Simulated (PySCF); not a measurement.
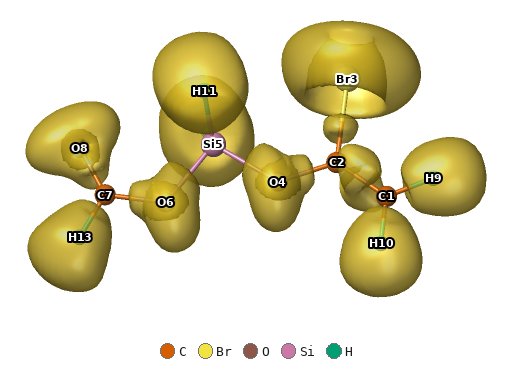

*C$_{3}$H$_{5}$BrO$_{3}$Si (SMILES C=C(Br)O[SiH2]OC=O). Isosurface of the electron localisation function at 0.75 (yellow), seen at a tilt. Only the valence region is drawn (cores and ρ < 0.01 e/Å³ removed).*

Geometry: GFN2-xTB.

Level of theory: PySCF, CAM-B3LYP/def2-SVPD, SCF density, gas phase.

```json
{"atom": "C", "x (Å)": "2.8648", "y (Å)": "0.2723", "z (Å)": "-0.9729"}
{"atom": "C", "x (Å)": "1.8964", "y (Å)": "-0.0626", "z (Å)": "-0.1384"}
{"atom": "Br", "x (Å)": "2.3259", "y (Å)": "-0.8902", "z (Å)": "1.5343"}
{"atom": "O", "x (Å)": "0.6089", "y (Å)": "0.1272", "z (Å)": "-0.3577"}
{"atom": "Si", "x (Å)": "-0.6641", "y (Å)": "-0.2377", "z (Å)": "0.5878"}
{"atom": "O", "x (Å)": "-1.8117", "y (Å)": "0.3389", "z (Å)": "-0.4542"}
{"atom": "C", "x (Å)": "-3.0741", "y (Å)": "0.2654", "z (Å)": "-0.1221"}
{"atom": "O", "x (Å)": "-3.4893", "y (Å)": "-0.1969", "z (Å)": "0.8963"}
{"atom": "H", "x (Å)": "3.8959", "y (Å)": "0.0915", "z (Å)": "-0.7383"}
{"atom": "H", "x (Å)": "2.6277", "y (Å)": "0.7369", "z (Å)": "-1.9134"}
{"atom": "H", "x (Å)": "-0.8083", "y (Å)": "-1.6755", "z (Å)": "0.7557"}
{"atom": "H", "x (Å)": "-0.6582", "y (Å)": "0.5421", "z (Å)": "1.8159"}
{"atom": "H", "x (Å)": "-3.7181", "y (Å)": "0.6889", "z (Å)": "-0.9107"}
```

> Identify the bonds, lone pairs and shells in this picture.

The ELF exceeds this value in one region between bonded Br–C atoms (shared pairs), one region between bonded C–C atoms (shared pairs), five regions around hydrogen nuclei, three regions on O in which the atom's valence shell and bonds are merged and one ring or bowl of non-bonding electrons around Br. Along the contacts the grid gives the following. C–O (1.19 Å): the ELF peaks at about 0.90 between the atoms (a multiple bond). C–C (1.32 Å): the ELF peaks at about 0.90 between the atoms (a short, multiple covalent bond).
